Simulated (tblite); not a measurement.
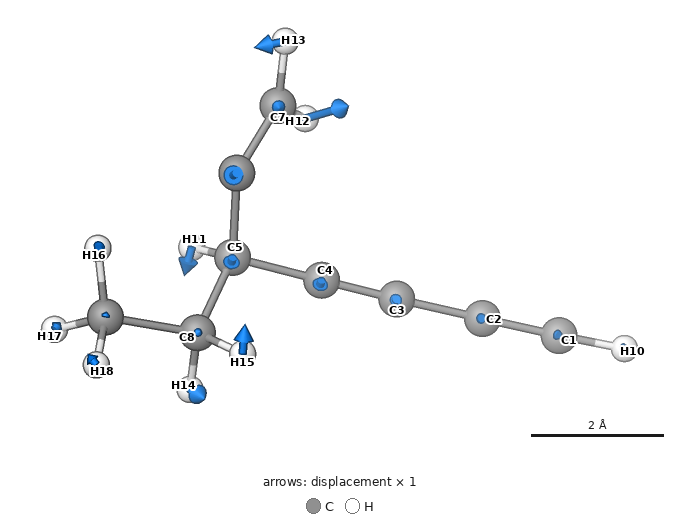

This is a relaxation of C9H9 (multiplicity 2). The starting structure is drawn; blue arrows show the displacements, at their true length. The two geometries are superimposed by the best rigid fit.

Style: ball-and-stick. Shown at a tilt.

The calculation used GFN2-xTB geometry optimisation, gas phase (tblite). 

### Which element moves most?

Hydrogen: up to 1.16 Å, against 0.55 Å for carbon.

### What happened in the run?

The energy falls by 0.723 eV in 111 geometry steps. An H atom moves most after the best rigid fit: 1.16 Å. By element the largest moves are H 1.16 Å, C 0.55 Å. Among the contacts that change: C–H 1.134 → 1.093 Å, C–C 1.333 → 1.292 Å, C–C 1.398 → 1.357 Å, C–C 1.505 → 1.542 Å. Bond angles that change, for instance: C–C–C 118.1° → 144.0°, C–C–H 115.8° → 124.5°, H–C–H 120.5° → 114.0°. Groups turn about C–C by about 50°, C–C by about 20°.
